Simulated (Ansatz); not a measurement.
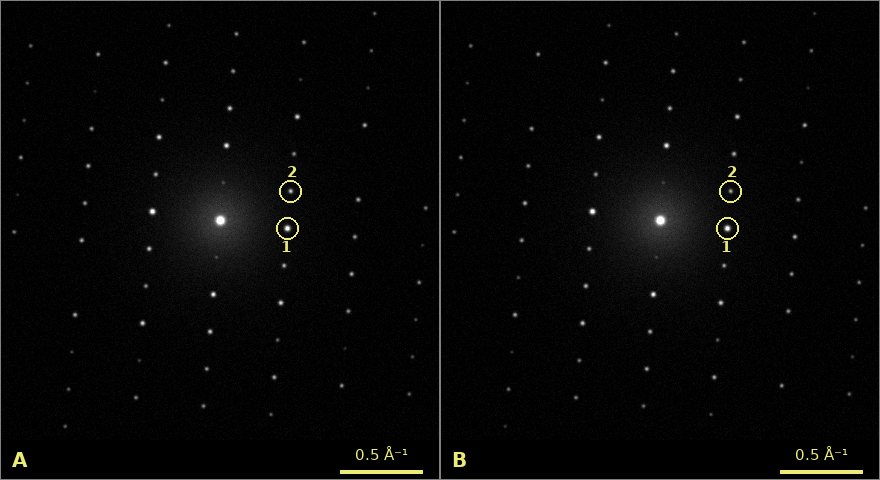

Kinematic electron diffraction patterns (200 kV, B = 0.5 Å², same scale) along [110] of the run's own cell, for the start and the end of one relaxation of Lu2AlH2 with DFT, PAW plane waves, r2scan (Ansatz 0.2.0). k mesh 6×6×6. The start is a generated model structure, and the relaxation ends in the nearest stationary point of its symmetry, not necessarily the ground state. Spot 1 is -1 1 1 and spot 2 is -1 1 2 in both.

Start structure:

```
CELL_PARAMETERS angstrom
0.00000 0.00000 3.71494
3.90714 -2.62859 1.85747
3.90714 2.62859 -1.85747
ATOMIC_POSITIONS crystal
Lu 0.50000 0.71113 0.71113
Lu 0.50000 0.28887 0.28887
H 0.78930 0.71070 0.28930
H 0.21070 0.28930 0.71070
Al 0.00000 0.00000 0.00000
```

Question: Which pattern belongs to the start structure, and which to the relaxed one?

Answer: A is the start: its cell gives d(1) = 2.396 Å, d(2) = 2.133 Å and an angle of 29.3°. The spot positions hardly differ, so the intensities decide: those computed from the start structure match A, and B is the relaxed structure.

Question: Name reflections whose intensity changes strongly on relaxation.

Answer: 1 -1 -3 goes from 7.4 to 16 % of the strongest spot; 1 -1 -2 goes from 22 to 12 % of the strongest spot; 0 0 3 goes from 24 to 14 % of the strongest spot.

Question: What did the relaxation do to the structure and the energy?

Answer: The cell was held fixed; with the mean shift removed, the atoms moved by up to 0.42 Å relative to the cell (H most); the space group stayed Immm (No. 71); the free energy fell by 38 meV an atom.
